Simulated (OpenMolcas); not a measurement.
How basis sets differ on AlHBrF (SMILES [F][AlH][Br])

AlHBrF has 4 atoms, charge 0, and is taken as a singlet. SMILES: `[F][AlH][Br]`. Geometry: relaxed at PBE0-D4/def2-TZVP.

Each level gives the dipole moment (D). The values are calculated.

```json
{"level": "HF/LANL2DZ (core potential)", "kind": "Hartree–Fock", "program": "OpenMolcas", "value (D)": "2.32"}
{"level": "HF/ANO-RCC-MB (DKH2)", "kind": "Hartree–Fock", "program": "OpenMolcas", "value (D)": "1.86"}
{"level": "HF/STO-3G", "kind": "Hartree–Fock", "program": "OpenMolcas", "value (D)": "2.17"}
{"level": "HF/3-21G", "kind": "Hartree–Fock", "program": "OpenMolcas", "value (D)": "1.85"}
{"level": "HF/def2-SVP", "kind": "Hartree–Fock", "program": "OpenMolcas", "value (D)": "1.38"}
{"level": "HF/6-311G**", "kind": "Hartree–Fock", "program": "OpenMolcas", "value (D)": "1.53"}
```

All-electron rows without a relativistic Hamiltonian named are non-relativistic, while core potentials hold scalar relativity, so basis and relativity change together. The values span 1.38 to 2.32 D. Sets without polarisation functions give poor dipoles.

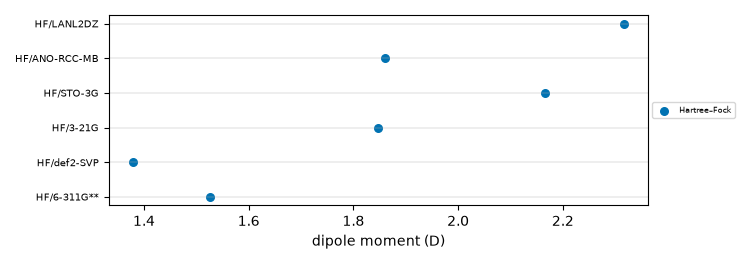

The values of the table, level by level.
